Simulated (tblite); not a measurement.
Molecular dynamics of C4H6F2N (charge +1) (part 1 of 3)

- system: C4H6F2N, charge +1, SMILES CC#[N+]CC(F)F
- method: GFN2-xTB Langevin dynamics, gas phase (tblite 0.8.0)

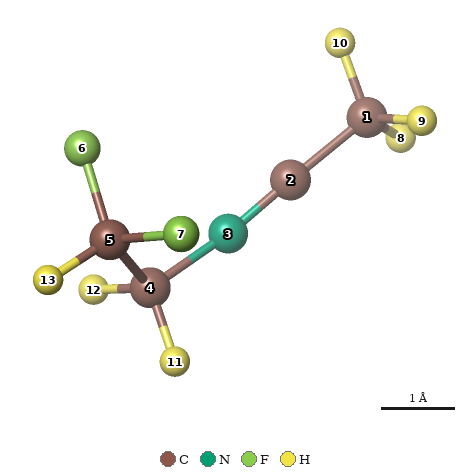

**Figure 1.** The structure as given in the input (ball-and-stick view, seen at a tilt; atoms are numbered from 1 in the order of the input).

## The input
```
{"job": {"kind": "md", "xc": "GFN2-xTB", "basis": "xTB", "temperature": 200, "steps": 2000, "every": 50}, "charge": 1, "multiplicity": 1}
C      2.267790     0.520182    -1.246383
C      1.194848     0.186521    -0.421001
N      0.340869    -0.095255     0.298792
C     -0.839254    -0.390615     0.963912
C     -2.019006    -0.283273    -0.033189
F     -1.817528    -1.139697    -1.048928
F     -2.040885     0.953366    -0.559251
H      3.215221     0.411544    -0.710504
H      2.166867     1.556701    -1.583526
H      2.278611    -0.136082    -2.122501
H     -0.979086     0.324014     1.781536
H     -0.784123    -1.409006     1.362092
H     -2.988712    -0.497915     0.439974
```

The first line tells a small driver script what to run in tblite; the rest is the geometry in Å.

Machine: 1 CPU thread, shared host.

Command:
```bash
OMP_NUM_THREADS=1 python <driver script> task.json out
```

## The program's output
```
t/fs     T/K      E/eV
    0.0   166.7   -640.49074
   25.0   150.3   -640.34596
   50.0   167.7   -640.37780
   75.0   112.0   -640.24614
  100.0   164.2   -640.26319
  125.0   200.8   -640.25448
  150.0   153.7   -640.24633
  175.0   162.3   -640.30722
  200.0   141.6   -640.18147
  225.0   176.7   -640.29277
  250.0   213.8   -640.24088
  275.0   198.5   -640.19204
  300.0   211.4   -640.17099
  325.0   284.3   -640.29690
  350.0   209.3   -640.21438
  375.0   230.9   -640.22493
  400.0   150.2   -640.21194
  425.0   230.8   -640.34935
  450.0   172.7   -640.23940
  475.0   165.6   -640.16149
  500.0   206.6   -640.20209
  525.0   155.1   -640.09711
  550.0   221.9   -640.16526
  575.0   164.7   -640.15973
  600.0   169.2   -640.24737
  625.0   142.1   -640.19576
  650.0   143.5   -640.15270
  675.0   167.0   -640.14822
  700.0   173.6   -639.97038
  725.0   235.6   -640.03644
  750.0   228.5   -640.09978
  775.0   206.1   -639.97500
  800.0   337.6   -640.06159
  825.0   258.8   -639.99348
  850.0   273.6   -639.93602
  875.0   365.6   -640.09844
  900.0   190.6   -639.80295
  925.0   297.0   -640.10029
  950.0   266.7   -640.10516
  975.0   301.9   -640.09866
 1000.0   311.6   -640.11723
```

## Trajectory as extended XYZ (Å, eV, eV/Å), 41 frames, from step=0 to step=40
```
13
Properties=species:S:1:pos:R:3:forces:R:3 step=0 time_fs=0.0 energy=-640.49074 temperature=166.7
C     2.2678    0.5202   -1.2464   -0.0013  -0.0010   0.0011
C     1.1948    0.1865   -0.4210   -0.0018  -0.0019  -0.0015
N     0.3409   -0.0953    0.2988   -0.0052   0.0054  -0.0025
C    -0.8393   -0.3906    0.9639    0.0011  -0.0006   0.0046
C    -2.0190   -0.2833   -0.0332    0.0052  -0.0014   0.0014
F    -1.8175   -1.1397   -1.0489   -0.0005  -0.0013   0.0000
F    -2.0409    0.9534   -0.5593   -0.0042  -0.0001   0.0047
H     3.2152    0.4115   -0.7105   -0.0002   0.0000  -0.0013
H     2.1669    1.5567   -1.5835    0.0012  -0.0008   0.0014
H     2.2786   -0.1361   -2.1225   -0.0008  -0.0020   0.0027
H    -0.9791    0.3240    1.7815   -0.0033   0.0064  -0.0002
H    -0.7841   -1.4090    1.3621    0.0047  -0.0059  -0.0059
H    -2.9887   -0.4979    0.4400    0.0050   0.0032  -0.0045
13
Properties=species:S:1:pos:R:3:forces:R:3 step=1 time_fs=25.0 energy=-640.34596 temperature=150.3
C     2.2668    0.4153   -1.2687    0.1953   0.9003   0.3733
C     1.1745    0.2111   -0.4234   -0.4032  -0.7776   0.2696
N     0.3294   -0.0228    0.3341    0.3512  -0.0346  -0.7190
C    -0.8612   -0.3573    0.9815    0.2225   0.5709  -1.4438
C    -2.0524   -0.2960   -0.0506    0.3103  -0.3692   0.6282
F    -1.7638   -1.1406   -1.0657   -0.2171   0.3142   0.2267
F    -2.1309    0.9485   -0.5468   -0.0537  -0.2800   0.0226
H     3.2057    0.3050   -0.7023   -0.1649  -0.0886  -0.0888
H     2.2016    1.4883   -1.5478    0.1621  -0.4132  -0.2910
H     2.3132   -0.2394   -2.1486   -0.2901   0.1634   0.2351
H    -0.9803    0.3625    1.7482   -0.4846   0.8478   0.9453
H    -0.7374   -1.3224    1.4101   -0.0774  -1.0350   0.2803
H    -3.0108   -0.5926    0.4498    0.4496   0.2016  -0.4386
13
Properties=species:S:1:pos:R:3:forces:R:3 step=2 time_fs=50.0 energy=-640.37780 temperature=167.7
C     2.2180    0.3944   -1.2074    0.4825  -0.1919   0.3522
C     1.1288    0.2321   -0.3508   -0.0274  -0.0296  -0.5430
N     0.2365    0.0067    0.3386    0.5799  -0.0222  -0.2347
C    -0.9397   -0.2720    0.9997    0.6644  -0.1301   0.3972
C    -2.0601   -0.2802   -0.0477   -0.2877  -1.0505   0.1754
F    -1.7297   -1.0965   -1.0765    0.1194   0.0396   0.1281
F    -2.1944    0.9319   -0.5509   -0.1998   0.6393  -0.2075
H     3.1079    0.0977   -0.6304    0.0570   0.1522  -0.1365
H     2.3602    1.4143   -1.5760   -0.1762  -0.0492   0.1071
H     2.1508   -0.2950   -2.0549   -0.1815   0.0588  -0.0267
H    -1.0574    0.5641    1.6886   -0.4827  -0.0133   0.3449
H    -0.7915   -1.2263    1.5493   -0.3768   0.3740  -0.2964
H    -2.9954   -0.6636    0.3878   -0.1710   0.2231  -0.0599
13
Properties=species:S:1:pos:R:3:forces:R:3 step=3 time_fs=75.0 energy=-640.24614 temperature=112.0
C     2.2303    0.3714   -1.1609    0.4646  -0.5923   0.9582
C     1.0969    0.1926   -0.3448   -0.1034   0.1064   0.2975
N     0.2028   -0.0589    0.3502    0.7035   0.7204  -0.7444
C    -1.0363   -0.2196    0.9766    1.5005  -0.6575   1.1373
C    -2.1245   -0.2708   -0.0922    0.2346  -0.3964   0.1315
F    -1.7136   -1.0713   -1.0957    0.1199  -0.0641  -0.1839
F    -2.2332    0.9563   -0.5846   -0.5145   0.3882  -0.3307
H     3.1284   -0.1275   -0.7200   -0.5227   0.3416   0.0563
H     2.5258    1.3908   -1.4145   -0.3988   0.0550   0.1866
H     2.0332   -0.1953   -2.0475   -0.2007  -0.2427  -0.9333
H    -1.1338    0.6412    1.7003   -0.2716  -0.8912  -0.5580
H    -0.8923   -1.2161    1.4877   -0.6330   0.8524  -0.0685
H    -3.0526   -0.7062    0.2881   -0.3783   0.3802   0.0515
13
Properties=species:S:1:pos:R:3:forces:R:3 step=4 time_fs=100.0 energy=-640.26319 temperature=164.2
C     2.2488    0.3155   -1.0956   -0.4355   0.3020   0.6837
C     1.1110    0.0579   -0.3008   -0.2252  -0.1729   0.2173
N     0.1685   -0.0406    0.3683    2.0214   0.1391  -1.2291
C    -1.0361   -0.2356    0.9801   -0.2079   1.5143   0.0920
C    -2.1167   -0.2401   -0.1546   -0.5414   0.4050   0.5339
F    -1.7323   -1.0341   -1.1515    0.3751  -0.0851  -0.2646
F    -2.2527    1.0207   -0.6587    0.1219  -0.7821   0.3629
H     3.1968   -0.0795   -0.7166   -0.2875  -0.3120   0.0511
H     2.3506    1.4012   -1.0396    0.1090   0.2694  -0.3469
H     2.0755   -0.0104   -2.1195    0.0138  -0.0450  -0.0738
H    -1.1221    0.6647    1.6782   -0.5005  -1.1287  -0.5744
H    -0.9463   -1.1743    1.4940   -0.4820  -0.4934   0.4829
H    -3.0881   -0.6330    0.2010    0.0388   0.3893   0.0652
13
Properties=species:S:1:pos:R:3:forces:R:3 step=5 time_fs=125.0 energy=-640.25448 temperature=200.8
C     2.3113    0.2815   -0.9580   -0.7968  -0.0051  -0.8294
C     1.1127    0.0283   -0.2536    0.0534   0.1785   0.1317
N     0.1642   -0.0214    0.4146    1.5267  -0.2444  -1.4023
C    -1.0898   -0.2505    0.9191   -0.1172   1.0756  -0.1820
C    -2.1561   -0.2252   -0.1900   -0.4458  -0.6605  -0.4232
F    -1.7370   -0.9985   -1.2137    0.1484  -0.2093  -0.0700
F    -2.3040    0.9904   -0.7027   -0.0089   0.4937   0.0901
H     3.1734   -0.2346   -0.5543    0.0399  -0.4986   0.0647
H     2.5467    1.3452   -0.8083   -0.1470  -0.0133  -0.4190
H     2.1801    0.0066   -2.0758    0.1733   0.4911   1.6286
H    -1.2358    0.6195    1.5600   -0.5284  -0.1788   0.5761
H    -1.0851   -1.2059    1.3899   -0.1892  -0.6894   0.7273
H    -3.1424   -0.6268    0.1325    0.2915   0.2605   0.1073
13
Properties=species:S:1:pos:R:3:forces:R:3 step=6 time_fs=150.0 energy=-640.24633 temperature=153.7
C     2.3728    0.2705   -0.8520   -1.3211  -0.3573  -0.0419
C     1.0952    0.1568   -0.2192   -0.4134  -0.2517   0.4779
N     0.1163   -0.0860    0.3696    2.2404   0.5545  -1.2531
C    -1.1429   -0.2389    0.8974    0.1354  -0.6413   0.1534
C    -2.1600   -0.2589   -0.2323   -1.1858  -0.4454  -0.9478
F    -1.7078   -1.0553   -1.2529   -0.1300   0.6194   0.4742
F    -2.3284    0.9958   -0.6977    0.3095  -0.2337  -0.1922
H     2.9796   -0.4974   -0.3723    0.1788  -0.3799  -0.3084
H     2.9106    1.1989   -0.6305   -0.4576   0.1148  -0.3162
H     2.2080    0.0811   -1.9609    0.4317   0.2924   1.1859
H    -1.3263    0.6393    1.4910   -0.3343   0.3515   0.6832
H    -1.1681   -1.1776    1.4806   -0.0517   0.3327  -0.0920
H    -3.1869   -0.6263    0.0256    0.5982   0.0439   0.1770
13
Properties=species:S:1:pos:R:3:forces:R:3 step=7 time_fs=175.0 energy=-640.30722 temperature=162.3
C     2.3225    0.2485   -0.8219   -1.0355  -0.3189   0.7534
C     1.0630    0.1794   -0.2067    0.6137   0.2504  -0.1581
N     0.0699   -0.0077    0.3328    0.2192   0.2606   0.0950
C    -1.1444   -0.2533    0.9011   -0.8347  -0.3534   0.6132
C    -2.2112   -0.2836   -0.2228   -0.0421  -0.1625  -0.2471
F    -1.7392   -1.0586   -1.2299   -0.2290  -0.0091   0.2258
F    -2.3101    0.9490   -0.7078    0.0553   0.7401  -0.3973
H     2.8428   -0.5928   -0.3901    0.6052  -0.4558  -0.1155
H     2.8679    1.1452   -0.5948    0.1475   0.5382  -0.0754
H     2.1169    0.1102   -1.8653    0.3391   0.0173  -0.7975
H    -1.4056    0.5627    1.6094    0.1237  -0.4730  -0.1846
H    -1.0645   -1.2434    1.3892   -0.2718   0.3558   0.0577
H    -3.2413   -0.5742    0.0449    0.3094  -0.3896   0.2306
13
Properties=species:S:1:pos:R:3:forces:R:3 step=8 time_fs=200.0 energy=-640.18147 temperature=141.6
C     2.2494    0.2837   -0.8686   -0.8202  -0.1446   2.4446
C     1.0183    0.1363   -0.1661    2.4593  -0.2552  -1.6261
N     0.0642    0.0021    0.4326   -1.7951  -0.0717   1.4239
C    -1.1653   -0.3140    0.9676   -1.3476   0.1979   0.2910
C    -2.2052   -0.3125   -0.2121    0.7468   0.8518  -0.0080
F    -1.7599   -1.1005   -1.1860    0.0035  -0.4605  -0.2029
F    -2.2813    0.9249   -0.7507    0.3099   0.1677   0.1137
H     2.9731   -0.5031   -0.5818   -0.3915   0.2448  -0.2747
H     2.5786    1.2284   -0.4418    0.6260   0.3941  -0.3918
H     2.0500    0.3285   -1.9002    0.0136   0.0731  -1.3085
H    -1.6005    0.4034    1.7450    1.0562  -0.6639  -0.8334
H    -1.0993   -1.3401    1.3753   -0.1152   0.3632   0.0158
H    -3.2087   -0.5350    0.0868   -0.7458  -0.6966   0.3565
13
Properties=species:S:1:pos:R:3:forces:R:3 step=9 time_fs=225.0 energy=-640.29277 temperature=176.7
C     2.1225    0.3798   -0.9104   -0.9392  -0.2848   1.3088
C     0.9674    0.1239   -0.1204    1.4984   0.1019  -0.5116
N     0.0919   -0.0971    0.5882   -1.6572  -0.1716   0.4643
C    -1.2277   -0.3554    1.0101   -0.1462   0.1274  -1.0396
C    -2.2065   -0.3632   -0.2252    0.5038   0.7928   0.1430
F    -1.7642   -1.2166   -1.1458    0.1360  -0.2180  -0.1682
F    -2.2572    0.8567   -0.8016    0.5212   0.1417  -0.0432
H     2.7676   -0.5105   -0.9560   -0.1203   0.3025  -0.0130
H     2.6556    1.2471   -0.4844   -0.0690  -0.2839  -0.3739
H     1.6651    0.5806   -1.8667    0.3010   0.2898  -0.7204
H    -1.6075    0.3780    1.7147    0.2890   0.2901   0.1728
H    -1.2958   -1.3421    1.4408    0.2224  -0.4423   0.3125
H    -3.2371   -0.5537    0.0274   -0.5399  -0.6456   0.4685
13
Properties=species:S:1:pos:R:3:forces:R:3 step=10 time_fs=250.0 energy=-640.24088 temperature=213.8
C     2.0114    0.4385   -0.8783   -1.1940  -0.7191   0.3987
C     0.9267    0.1438   -0.0240    0.7479   0.5346  -0.4468
N     0.0032   -0.1530    0.5878   -0.1775  -0.2507   0.5209
C    -1.2721   -0.3960    1.0283   -1.0828  -0.1457  -0.0906
C    -2.1950   -0.4234   -0.2251   -0.3140   0.4937   0.0668
F    -1.7406   -1.2939   -1.1406   -0.1013   0.0251   0.2719
F    -2.1578    0.7955   -0.7977    0.1831   0.1421  -0.1975
H     2.4335   -0.5654   -1.0087    0.4045   0.1652  -0.5136
H     2.7660    1.0978   -0.4458   -0.2479   0.1161  -0.2591
H     1.4769    0.7932   -1.7951    0.8923   0.0010   0.3554
H    -1.6106    0.4017    1.6938    0.0620   0.2603  -0.0137
H    -1.4561   -1.3274    1.5682    0.6737  -0.2421  -0.0398
H    -3.2536   -0.5962    0.0353    0.1541  -0.3805  -0.0526
13
Properties=species:S:1:pos:R:3:forces:R:3 step=11 time_fs=275.0 energy=-640.19204 temperature=198.5
C     1.9727    0.3682   -0.8405   -1.2114  -0.0625   0.8593
C     0.8521    0.0920   -0.0379   -1.8000  -0.1767   0.6038
N    -0.1116   -0.0998    0.5928    2.0438  -0.0201  -0.8479
C    -1.3617   -0.4421    1.0342   -1.1399  -0.8665   0.8033
C    -2.2670   -0.4808   -0.2288    0.3282   1.6453  -0.0212
F    -1.7490   -1.3672   -1.0731   -0.3833  -0.2963  -0.1381
F    -2.0300    0.7581   -0.8044   -0.5205  -0.5420  -0.1117
H     2.2790   -0.6057   -1.1930    0.4157  -0.2049  -0.5529
H     2.7037    0.7446   -0.1325    0.5353   0.4501  -0.3622
H     1.6367    1.0545   -1.6435    0.5571  -0.2496   0.3468
H    -1.7076    0.2995    1.7664   -0.0350   0.0394  -0.1796
H    -1.4396   -1.4474    1.5255    0.5354   0.5784  -0.3164
H    -3.3695   -0.5599   -0.0735    0.6745  -0.2946  -0.0830
13
Properties=species:S:1:pos:R:3:forces:R:3 step=12 time_fs=300.0 energy=-640.17099 temperature=211.4
C     1.9506    0.2743   -0.7327   -0.4812   0.4861   0.4065
C     0.7172    0.0974   -0.1143   -1.6690  -0.9567   2.1573
N    -0.1438   -0.0679    0.6722    1.6057   0.0246  -1.3589
C    -1.4117   -0.4399    1.0951   -0.6493  -0.6351  -0.4707
C    -2.2698   -0.4639   -0.2078   -0.2582   0.5828  -0.3912
F    -1.7723   -1.4256   -1.0162   -0.2154   0.1717   0.2654
F    -2.0795    0.7126   -0.9096   -0.4369  -0.9415   0.7433
H     2.2249   -0.5464   -1.3966   -0.1106   0.1052  -0.1052
H     2.6677    0.3252    0.1023    0.1965   0.2032  -0.3909
H     1.8185    1.2324   -1.2557    0.6425  -0.1307  -0.1932
H    -1.8233    0.2019    1.8830    0.2305   0.1684  -0.2888
H    -1.4668   -1.4978    1.4584    0.5071   0.6112  -0.0545
H    -3.3553   -0.6625   -0.0031    0.6383   0.3107  -0.3193
```
